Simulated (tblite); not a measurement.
Geometry relaxation, with input and output: C6H11AlClN (part 1 of 3)

The run: geometry relaxation of C6H11AlClN. Method and program: GFN2-xTB geometry optimisation, gas phase (tblite 0.8.0).

It belongs to a series of runs on one base structure; here: H on Al replaced by isopropenyl.

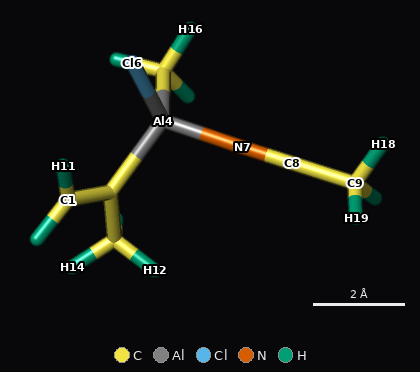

**Figure 1.** The structure as given in the input (stick view, seen at a tilt; atoms are numbered from 1 in the order of the input). Sticks mark near contacts. Bond lengths as drawn: Al–C 1.95 to 1.97 Å, Al–Cl 2.23 Å, Al–N 1.88 Å, C–C 1.34 to 1.48 Å, C–H 1.09 to 1.12 Å and C–N 1.18 Å.

Input:
```
{"job": {"kind": "relax", "xc": "GFN2-xTB", "basis": "xTB"}, "charge": 0, "multiplicity": 1}
C     -2.461200    -0.531600     1.353200
C     -1.694500    -0.301300     0.278600
C     -2.012500    -1.059800    -0.949400
Al    -0.220700     0.964700     0.451900
C     -0.239200     2.403700    -0.897600
Cl    -0.294100     1.873600     2.490700
N      1.382700     0.001900     0.314200
C      2.399500    -0.585900     0.217800
C      3.670200    -1.319800     0.094900
H     -3.315900    -1.235100     1.307100
H     -2.275300    -0.005100     2.295200
H     -1.291600    -1.900600    -1.115000
H     -2.041000    -0.400800    -1.822300
H     -3.037400    -1.481000    -0.838800
H      0.027000     1.978600    -1.880100
H      0.574600     3.129400    -0.627500
H     -1.213100     2.902100    -0.904100
H      4.515100    -0.698900     0.485500
H      3.658700    -2.246000     0.712200
H      3.863500    -1.477500    -0.969700
```

The first line tells a small driver script what to run in tblite; the rest is the geometry in Å.

Run on 1 CPU thread, shared host.

Command:
```bash
OMP_NUM_THREADS=1 python <driver script> task.json out
```

Log:
```
step      E/eV     max force
  0    -733.71428    3.636
  1    -733.91307    6.951
  2    -734.19559    1.838
  3    -734.29169    0.586
  4    -734.32759    0.463
  5    -734.34644    0.524
  6    -734.37363    0.509
  7    -734.38780    0.444
  8    -734.40236    0.258
  9    -734.41382    0.283
 10    -734.42431    0.329
 11    -734.43150    0.285
 12    -734.43700    0.192
 13    -734.44163    0.200
 14    -734.44617    0.195
 15    -734.45064    0.185
 16    -734.45477    0.143
 17    -734.45876    0.133
 18    -734.46281    0.171
 19    -734.46654    0.199
 20    -734.46965    0.153
 21    -734.47248    0.130
 22    -734.47551    0.153
 23    -734.47868    0.154
 24    -734.48125    0.111
 25    -734.48295    0.080
 26    -734.48429    0.095
 27    -734.48561    0.082
 28    -734.48680    0.072
 29    -734.48779    0.070
 30    -734.48881    0.080
 31    -734.49026    0.122
 32    -734.49253    0.151
 33    -734.49550    0.168
 34    -734.49833    0.138
 35    -734.50003    0.073
 36    -734.50077    0.053
 37    -734.50132    0.051
 38    -734.50177    0.044
 39    -734.50205    0.032
 40    -734.50224    0.030
 41    -734.50243    0.034
 42    -734.50271    0.040
 43    -734.50309    0.047
 44    -734.50350    0.044
 45    -734.50382    0.033
 46    -734.50401    0.025
 47    -734.50415    0.028
 48    -734.50429    0.028
 49    -734.50442    0.025
 50    -734.50453    0.022
 51    -734.50464    0.023
 52    -734.50476    0.030
 53    -734.50490    0.031
 54    -734.50505    0.031
 55    -734.50520    0.030
 56    -734.50535    0.028
 57    -734.50554    0.043
 58    -734.50575    0.045
 59    -734.50596    0.030
 60    -734.50613    0.025
 61    -734.50625    0.020
 62    -734.50636    0.028
 63    -734.50651    0.033
 64    -734.50673    0.035
 65    -734.50698    0.035
 66    -734.50719    0.026
 67    -734.50732    0.028
 68    -734.50743    0.033
 69    -734.50755    0.027
 70    -734.50766    0.027
 71    -734.50776    0.036
 72    -734.50785    0.032
 73    -734.50798    0.036
 74    -734.50820    0.041
 75    -734.50851    0.049
 76    -734.50888    0.046
 77    -734.50924    0.047
 78    -734.50957    0.043
 79    -734.50990    0.041
 80    -734.51019    0.039
 81    -734.51048    0.063
 82    -734.51075    0.060
 83    -734.51123    0.057
 84    -734.51154    0.059
 85    -734.51211    0.067
 86    -734.51287    0.065
 87    -734.51370    0.055
 88    -734.51431    0.054
 89    -734.51466    0.065
 90    -734.51513    0.081
 91    -734.51541    0.048
 92    -734.51582    0.041
 93    -734.51610    0.047
 94    -734.51638    0.066
 95    -734.51675    0.082
 96    -734.51728    0.068
 97    -734.51799    0.050
 98    -734.51834    0.067
 99    -734.51885    0.040
100    -734.51902    0.025
101    -734.51922    0.024
102    -734.51935    0.022
103    -734.51943    0.033
104    -734.51946    0.064
105    -734.51950    0.026
106    -734.51955    0.019
107    -734.51970    0.019
108    -734.51985    0.035
109    -734.52005    0.028
110    -734.52019    0.022
111    -734.52029    0.020
112    -734.52037    0.020
113    -734.52043    0.025
114    -734.52048    0.017
115    -734.52054    0.016
116    -734.52065    0.024
117    -734.52076    0.030
118    -734.52095    0.036
119    -734.52116    0.034
120    -734.52143    0.043
121    -734.52175    0.052
122    -734.52155    0.083
123    -734.52223    0.045
124    -734.52242    0.040
125    -734.52288    0.039
126    -734.52305    0.037
127    -734.52336    0.024
128    -734.52362    0.030
129    -734.52391    0.044
130    -734.52424    0.057
131    -734.52461    0.057
132    -734.52408    0.135
133    -734.52497    0.055
134    -734.52515    0.066
135    -734.52534    0.025
136    -734.52557    0.066
137    -734.52576    0.040
138    -734.52591    0.037
139    -734.52603    0.039
140    -734.52630    0.042
141    -734.52668    0.048
142    -734.52716    0.089
143    -734.52743    0.038
144    -734.52775    0.068
145    -734.52791    0.046
146    -734.52811    0.025
147    -734.52822    0.023
148    -734.52837    0.030
149    -734.52845    0.023
150    -734.52856    0.028
151    -734.52869    0.027
152    -734.52884    0.030
153    -734.52897    0.031
154    -734.52912    0.041
155    -734.52932    0.025
156    -734.52952    0.029
157    -734.52967    0.047
158    -734.52976    0.020
159    -734.52983    0.022
160    -734.52993    0.026
161    -734.53006    0.037
162    -734.53024    0.054
163    -734.53047    0.069
164    -734.53076    0.057
165    -734.53110    0.038
166    -734.53146    0.042
167    -734.53182    0.070
168    -734.53218    0.078
169    -734.53250    0.092
170    -734.53288    0.069
171    -734.53320    0.050
172    -734.53351    0.031
173    -734.53361    0.041
174    -734.53376    0.034
175    -734.53383    0.015
176    -734.53388    0.016
177    -734.53390    0.017
178    -734.53394    0.018
179    -734.53398    0.015
180    -734.53402    0.015
181    -734.53409    0.020
182    -734.53418    0.024
183    -734.53428    0.026
184    -734.53439    0.027
185    -734.53451    0.027
186    -734.53468    0.032
187    -734.53488    0.047
188    -734.53506    0.040
189    -734.53521    0.024
190    -734.53531    0.024
191    -734.53541    0.030
192    -734.53553    0.039
193    -734.53568    0.034
194    -734.53582    0.025
195    -734.53595    0.024
196    -734.53606    0.023
197    -734.53620    0.031
198    -734.53631    0.061
199    -734.53650    0.041
200    -734.53671    0.029
201    -734.53702    0.041
202    -734.53722    0.045
203    -734.53758    0.037
204    -734.53785    0.029
205    -734.53778    0.054
206    -734.53802    0.075
207    -734.53809    0.043
208    -734.53820    0.024
209    -734.53826    0.022
210    -734.53832    0.048
211    -734.53838    0.026
212    -734.53841    0.022
213    -734.53847    0.017
214    -734.53852    0.015
215    -734.53859    0.022
216    -734.53868    0.023
217    -734.53879    0.027
218    -734.53890    0.021
219    -734.53899    0.016
220    -734.53905    0.015
221    -734.53909    0.015
222    -734.53912    0.009
```

Trajectory as extended XYZ (Å, eV, eV/Å), 24 of the 223 frames kept, from step=0 to step=222:
```
20
Properties=species:S:1:pos:R:3:forces:R:3 step=0 energy=-733.71428
C    -2.4612   -0.5316    1.3532   -0.1320   0.0100   0.0780
C    -1.6945   -0.3013    0.2786   -0.0990  -0.6580   0.9850
C    -2.0125   -1.0598   -0.9494   -0.6660  -0.9030  -0.7240
Al   -0.2207    0.9647    0.4519   -1.1910   1.7290   1.9370
C    -0.2392    2.4037   -0.8976    1.2720  -0.1130   0.0690
Cl   -0.2941    1.8736    2.4907    0.4160  -0.6790  -1.2640
N     1.3827    0.0019    0.3142    3.1220  -1.8270  -0.3730
C     2.3995   -0.5859    0.2178   -0.9380   0.5550   0.3100
C     3.6702   -1.3198    0.0949   -0.5440   0.9540   0.6670
H    -3.3159   -1.2351    1.3071    0.4370   0.5560   0.2160
H    -2.2753   -0.0051    2.2952   -0.2000  -0.4110  -0.4070
H    -1.2916   -1.9006   -1.1150   -0.5340   0.7260  -0.0150
H    -2.0410   -0.4008   -1.8223    0.2820  -0.2070   0.0500
H    -3.0374   -1.4810   -0.8388    0.5900  -0.0570  -0.2600
H     0.0270    1.9786   -1.8801   -0.3470   0.5520   0.0510
H     0.5746    3.1294   -0.6275   -0.7810  -0.1870  -0.4360
H    -1.2131    2.9021   -0.9041    0.3730  -0.0120  -0.2290
H     4.5151   -0.6989    0.4855   -0.7430  -0.2420  -0.2100
H     3.6587   -2.2460    0.7122   -0.1990   0.5190  -0.6790
H     3.8635   -1.4775   -0.9697   -0.1190  -0.3070   0.2350
20
Properties=species:S:1:pos:R:3:forces:R:3 step=10 energy=-734.42431
C    -2.4971   -0.5637    1.3835   -0.0660  -0.0300  -0.0030
C    -1.7029   -0.3932    0.3269    0.1920   0.1560  -0.0320
C    -2.0327   -1.0998   -0.9653    0.0460   0.0660   0.1050
Al   -0.3426    1.0658    0.5694    0.0830   0.0080   0.0740
C    -0.1594    2.4070   -0.9044   -0.0760  -0.0400   0.0540
Cl   -0.1504    1.8317    2.4838    0.1080  -0.1590  -0.2670
N     1.4266   -0.0146    0.3272   -0.0060   0.0350   0.0250
C     2.4220   -0.5784    0.2373   -0.1240   0.0290  -0.0090
C     3.6573   -1.2821    0.1068   -0.0440  -0.0110  -0.0090
H    -3.3680   -1.2034    1.3677   -0.1420  -0.1060   0.0420
H    -2.3003   -0.0645    2.3220    0.0040  -0.0460   0.0050
H    -1.3091   -1.8888   -1.1667    0.0500  -0.0200   0.0330
H    -1.9927   -0.4052   -1.8032    0.0030   0.0390   0.0420
H    -3.0259   -1.5435   -0.9180   -0.0530  -0.0580  -0.0610
H     0.0158    2.0346   -1.9151    0.0810  -0.0360   0.0310
H     0.5645    3.2038   -0.7151    0.0630  -0.0140  -0.0440
H    -1.1337    2.9074   -0.9490   -0.0440   0.0790  -0.0300
H     4.4681   -0.6626    0.4943   -0.0390  -0.0570  -0.0200
H     3.6137   -2.2227    0.6566   -0.0260   0.0620   0.0940
H     3.8416   -1.5170   -0.9417   -0.0100   0.1030  -0.0290
20
Properties=species:S:1:pos:R:3:forces:R:3 step=19 energy=-734.46654
C    -2.5231   -0.5911    1.3972   -0.0120  -0.0310   0.0240
C    -1.7149   -0.4066    0.3529    0.0930   0.1760   0.0130
C    -2.0167   -1.0933   -0.9529    0.0230   0.0000   0.0400
Al   -0.3438    1.0499    0.5372    0.0370   0.0920   0.1470
C    -0.1601    2.4187   -0.9129   -0.0050  -0.0490  -0.0190
Cl    0.0071    1.7503    2.4392    0.0210  -0.0350   0.0110
N     1.3976    0.0155    0.3325   -0.0820  -0.0010  -0.0810
C     2.3851   -0.5585    0.2403   -0.0270   0.0520  -0.0250
C     3.6158   -1.2630    0.1094   -0.0170   0.0320   0.0420
H    -3.3992   -1.2272    1.3720   -0.0520  -0.0790  -0.0140
H    -2.3248   -0.1177    2.3483    0.0040   0.0150   0.0060
H    -1.2727   -1.8669   -1.1411    0.0430  -0.0150  -0.0420
H    -1.9630   -0.3756   -1.7703   -0.0030  -0.0150  -0.0140
H    -3.0015   -1.5593   -0.9461   -0.0440  -0.0090  -0.0240
H     0.0397    2.0051   -1.9032    0.0010  -0.0040  -0.0630
H     0.5907    3.1975   -0.7426    0.0250  -0.0770   0.0430
H    -1.1129    2.9526   -0.9990   -0.0390   0.0130  -0.0400
H     4.4276   -0.6505    0.4987    0.0280   0.0330   0.0190
H     3.5624   -2.1891    0.6789    0.0120  -0.0620  -0.0130
H     3.8014   -1.4802   -0.9416   -0.0070  -0.0370  -0.0100
20
Properties=species:S:1:pos:R:3:forces:R:3 step=29 energy=-734.48779
C    -2.5337   -0.6085    1.4057    0.0030  -0.0380   0.0250
C    -1.7230   -0.3747    0.3724   -0.0210   0.0260   0.0290
C    -1.9906   -1.0672   -0.9397   -0.0030  -0.0150   0.0210
Al   -0.3546    1.0742    0.5626    0.0240   0.0330  -0.0110
C    -0.1739    2.3994   -0.9306    0.0320   0.0110   0.0230
Cl    0.1218    1.6967    2.4667   -0.0370  -0.0010  -0.0500
N     1.3479    0.0199    0.2508   -0.0340  -0.0010  -0.0210
C     2.3466   -0.5404    0.2191    0.0020   0.0090  -0.0480
C     3.5817   -1.2424    0.1203    0.0040  -0.0010   0.0060
H    -3.3831   -1.2820    1.3584   -0.0050  -0.0180   0.0020
H    -2.3635   -0.1441    2.3677   -0.0050   0.0140  -0.0140
H    -1.2315   -1.8307   -1.1159    0.0290   0.0280  -0.0190
H    -1.9412   -0.3551   -1.7629    0.0140  -0.0070   0.0330
H    -2.9675   -1.5527   -0.9452   -0.0070   0.0100  -0.0230
H     0.0459    1.9728   -1.9135   -0.0240  -0.0460   0.0470
H     0.6159    3.1330   -0.7338   -0.0090   0.0280  -0.0160
H    -1.0951    2.9793   -1.0590    0.0290  -0.0020   0.0110
H     4.3943   -0.6331    0.5124   -0.0070   0.0590   0.0220
H     3.5258   -2.1683    0.6900   -0.0180  -0.0450   0.0050
H     3.7728   -1.4654   -0.9286    0.0330  -0.0440  -0.0210
20
Properties=species:S:1:pos:R:3:forces:R:3 step=39 energy=-734.50205
C    -2.5485   -0.6388    1.4285    0.0120  -0.0070   0.0090
C    -1.7446   -0.3500    0.4046   -0.0170  -0.0090   0.0000
C    -1.9602   -1.0369   -0.9207    0.0010  -0.0080  -0.0050
Al   -0.3670    1.0943    0.5779    0.0160   0.0210  -0.0080
C    -0.1617    2.4040   -0.9208    0.0010  -0.0070  -0.0040
Cl    0.1692    1.6747    2.4749   -0.0120  -0.0060  -0.0060
N     1.2942    0.0008    0.1257   -0.0230  -0.0160   0.0020
C     2.3003   -0.5473    0.1336   -0.0060  -0.0070  -0.0120
C     3.5494   -1.2322    0.1159    0.0040  -0.0080   0.0030
H    -3.3564   -1.3617    1.3717   -0.0030   0.0230  -0.0160
H    -2.4201   -0.1596    2.3893    0.0150  -0.0170   0.0140
H    -1.1719   -1.7715   -1.0919    0.0130   0.0100   0.0010
H    -1.9089   -0.3102   -1.7304    0.0010   0.0050   0.0120
H    -2.9226   -1.5488   -0.9638    0.0090   0.0000   0.0050
H     0.0403    1.8929   -1.8671   -0.0110   0.0270  -0.0130
H     0.6546    3.1199   -0.7745   -0.0140  -0.0090  -0.0090
H    -1.0608    3.0048   -1.0921    0.0200  -0.0050   0.0090
H     4.3215   -0.5898    0.5379    0.0040   0.0130   0.0070
H     3.4758   -2.1437    0.7078   -0.0120  -0.0110   0.0250
H     3.8122   -1.4902   -0.9096    0.0010   0.0110  -0.0160
20
Properties=species:S:1:pos:R:3:forces:R:3 step=48 energy=-734.50429
C    -2.5450   -0.6449    1.4363   -0.0040  -0.0030  -0.0010
C    -1.7419   -0.3465    0.4151   -0.0120  -0.0250  -0.0060
C    -1.9501   -1.0279   -0.9137    0.0020  -0.0040  -0.0150
Al   -0.3634    1.0954    0.5736    0.0160   0.0180  -0.0130
C    -0.1566    2.4032   -0.9293   -0.0080   0.0000   0.0020
Cl    0.1660    1.6690    2.4741    0.0100   0.0060  -0.0140
N     1.2695   -0.0262    0.0992   -0.0020   0.0040  -0.0050
C     2.2843   -0.5583    0.1145   -0.0130   0.0000   0.0090
C     3.5400   -1.2306    0.1178    0.0020  -0.0050   0.0050
H    -3.3582   -1.3600    1.3649    0.0020  -0.0070   0.0110
H    -2.4132   -0.1830    2.4049   -0.0020   0.0050   0.0000
H    -1.1500   -1.7496   -1.0856    0.0060   0.0050  -0.0060
H    -1.9048   -0.2957   -1.7184   -0.0060   0.0080  -0.0040
H    -2.9046   -1.5538   -0.9638    0.0060   0.0070   0.0140
H     0.0296    1.8992   -1.8828   -0.0070   0.0180   0.0090
H     0.6642    3.1152   -0.7882   -0.0090  -0.0150  -0.0080
H    -1.0542    3.0110   -1.0849    0.0150  -0.0050   0.0120
H     4.3000   -0.5782    0.5469   -0.0020   0.0110   0.0090
H     3.4616   -2.1365    0.7184    0.0120  -0.0140   0.0000
H     3.8216   -1.4915   -0.9022   -0.0050  -0.0050   0.0010
```
